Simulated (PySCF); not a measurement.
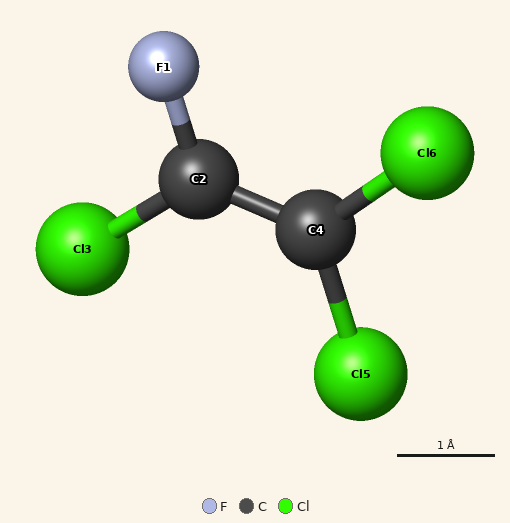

Fig. 1: The structure as given in the input (ball-and-stick view, seen at a tilt; atoms are numbered from 1 in the order of the input). Bond lengths as drawn: C–C 1.34 Å, C–Cl 1.71 to 1.72 Å and C–F 1.34 Å.

## Excited-state calculation of C$_{2}$Cl$_{3}$F

System: C$_{2}$Cl$_{3}$F (trichlorofluoroethylene).
Method: TDA CAM-B3LYP/def2-SVPD, vertical, gas phase, core orbitals frozen in the response (PySCF 2.14.0).

The geometry comes from this level: GFN2-xTB.

Output:
```
coarse grid: 8136 points
cycle   1  E = -1555.7781128921  dE =  1.075e+00  |g| = 6.478e-01  |ddm| = 3.857e+00
cycle   2  E = -1555.7006299530  dE =  7.748e-02  |g| = 9.164e-01  |ddm| = 3.714e+00
cycle   3  E = -1555.8780940817  dE = -1.775e-01  |g| = 4.704e-02  |ddm| = 2.076e+00
cycle   4  E = -1555.8783727012  dE = -2.786e-04  |g| = 3.436e-02  |ddm| = 1.354e-01
cycle   5  E = -1555.8786101713  dE = -2.375e-04  |g| = 8.563e-03  |ddm| = 4.777e-02
cycle   6  E = -1555.8786287437  dE = -1.857e-05  |g| = 1.983e-03  |ddm| = 1.874e-02
cycle   7  E = -1555.8786297883  dE = -1.045e-06  |g| = 9.652e-04  |ddm| = 7.602e-03
final grid: 69264 points
cycle   8  E = -1556.0449720734  dE = -1.041e-05  |g| = 3.011e-03  |ddm| = 3.384e-02
cycle   9  E = -1556.0449715900  dE =  4.833e-07  |g| = 3.496e-03  |ddm| = 6.477e-03
cycle  10  E = -1556.0449737515  dE = -2.161e-06  |g| = 3.487e-04  |ddm| = 3.675e-03
cycle  11  E = -1556.0449737774  dE = -2.593e-08  |g| = 4.712e-05  |ddm| = 8.026e-04
cycle  12  E = -1556.0449737781  dE = -6.130e-10  |g| = 2.779e-05  |ddm| = 1.884e-04
```

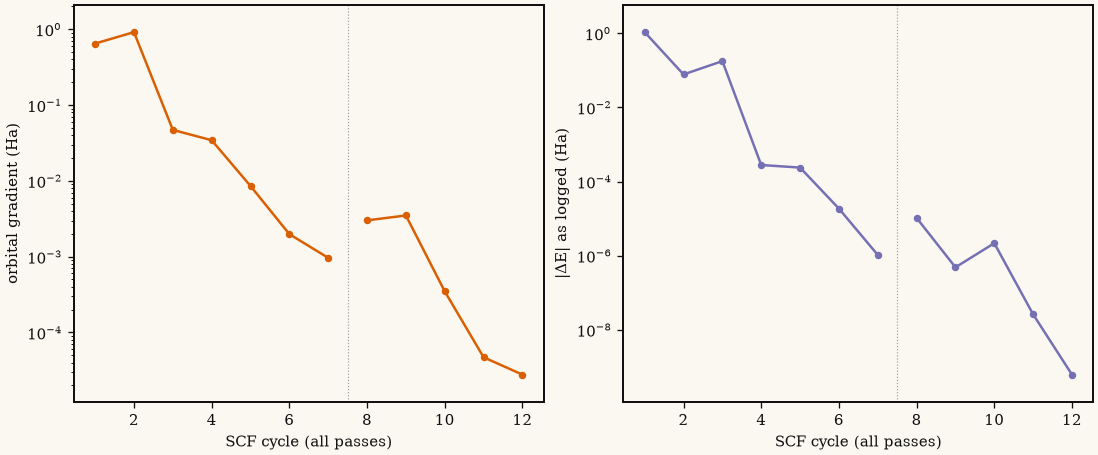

Fig. 2: Convergence of the self-consistent field: orbital gradient and size of the energy change against the SCF cycle. The dotted line marks the change from a coarse to the final integration grid. The first 7 cycles use a coarse grid, the final grid takes over at cycle 8, and the field converges after 12 cycles in all.

```
converged SCF energy = -1556.0449737781

Static polarisability (au): isotropic 67.945, principal 45.795 69.644 88.398

Singlet excitations
state   eV       nm        f      main configurations
  1   5.6318    220.2   0.00001   H->L+1 0.86
  2   6.2039    199.8   0.00004   H->L+2 0.83
  3   6.8100    182.1   0.56585   H->L 0.92
  4   6.8309    181.5   0.00649   H->L+3 0.85
```

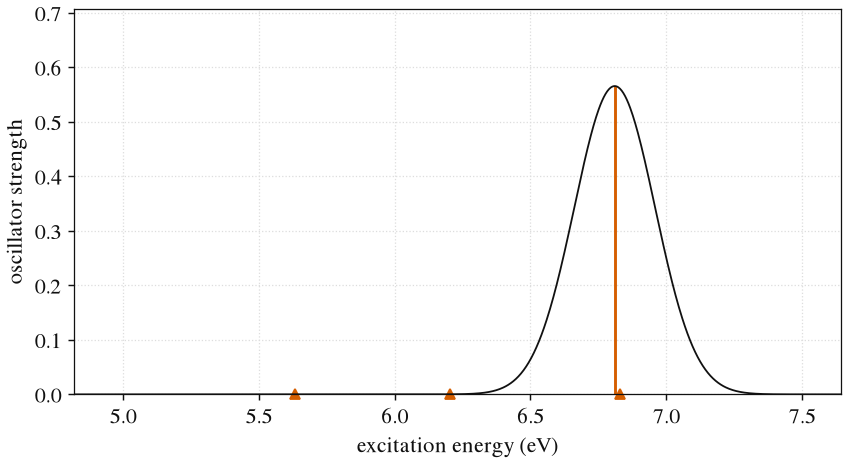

Fig. 3: Computed excitations as sticks (degenerate states added up, dark ones marked on the axis), with a Gaussian envelope of 0.35 eV full width at half maximum, scaled to the tallest. Of the 4 states the lowest lies at 5.63 eV (f = 0.000); the strongest line is at 6.81 eV, or 182 nm (f = 0.566).

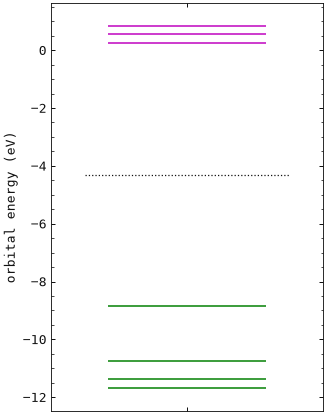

Fig. 4: Orbital energies near the frontier; the dotted line parts filled from empty levels, and levels within 0.02 eV of each other stand side by side. Highest filled −8.86 eV, lowest empty 0.24 eV, 9.10 eV apart.

This output came from the following input.

Input file:
```
{"job": {"kind": "uv", "xc": "CAM-B3LYP", "basis": "def2-SVPD", "nstates": 4, "ntriplets": 0, "tda": true}, "charge": 0, "multiplicity": 1}
F     -1.544847     0.236769    -0.946583
C     -0.686303    -0.031363     0.040311
Cl    -1.432714    -0.479071     1.507264
C      0.634212     0.055416    -0.146776
Cl     1.734489    -0.287149     1.115844
Cl     1.307652     0.513359    -1.656359
```

The first line tells a small driver script what to run in PySCF; the rest is the geometry in Å.

Run as:
```bash
OMP_NUM_THREADS=1 python <driver script> task.json out
```

Key numbers:

```json
{"quantity": "outcome", "value": "converged"}
{"quantity": "total energy", "value": "−1556.044974 hartree"}
{"quantity": "HOMO", "value": "−8.86 eV"}
{"quantity": "LUMO", "value": "0.24 eV"}
{"quantity": "dipole moment", "value": "0.54 D"}
{"quantity": "mean polarisability", "value": "67.95 a.u."}
{"quantity": "lowest excitation", "value": "5.63 eV"}
{"quantity": "hardware", "value": "1 CPU thread, shared host"}
{"quantity": "wall time", "value": "8.6 s"}
{"quantity": "peak memory", "value": "0.64 GiB"}
```
